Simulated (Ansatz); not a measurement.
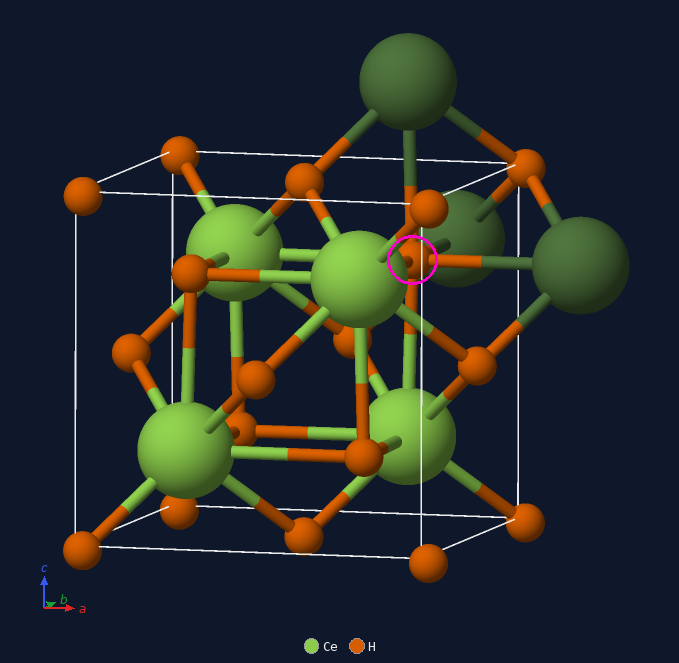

A ball-and-stick rendering, viewed slightly off an axis. Thin lines show the drawn cell (a repeat of the simulation cell), with boundary atoms drawn in all their periodic places. The neighbours of the ringed atom that lie outside the box are added in fainter colours.

The box has a = 5.522 Å, b = 5.533 Å, c = 5.483 Å, α = 89.63°, β = 90.24°, γ = 89.92°.

Pairs joined by sticks: Ce–H up to 3.16 Å (cut-off distances).

### Which compound is drawn?

CeH2. The cell holds 4 Ce, 8 H, counting shared atoms by their share.

### What kind of network do the bonds form?

The bonds build a three-dimensional framework.

Where the cell comes from: a known structure type with an atom taken out, added or moved, with the atoms shaken. No relaxation was applied. Ansatz was used for an electronic-structure calculation on it.

At this level of theory the cell isn't at rest (stretched, at -7 GPa), so its distances can differ from those at equilibrium, the more so the softer the solid.
